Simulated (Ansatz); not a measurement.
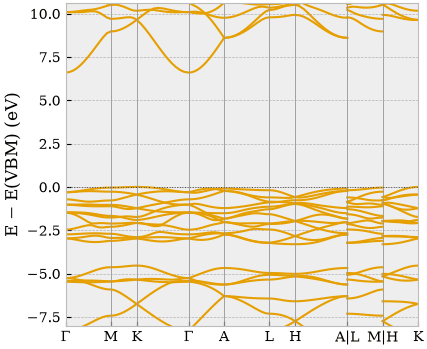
Figure: Band structure from DFT-r²SCAN in the program Ansatz with PAW potentials

Read off the gap and where the band edges lie.

About 6.6 eV (6.60 eV by a search for the band edges); maximum at K, minimum at Γ.

The material is SiO$_{2}$ in space group P3_121 (No. 152; Si on 3a, O on 6c).

The cell was relaxed with r²SCAN under the symmetry of its start.

Potentials: the later of the program's two PAW sets.
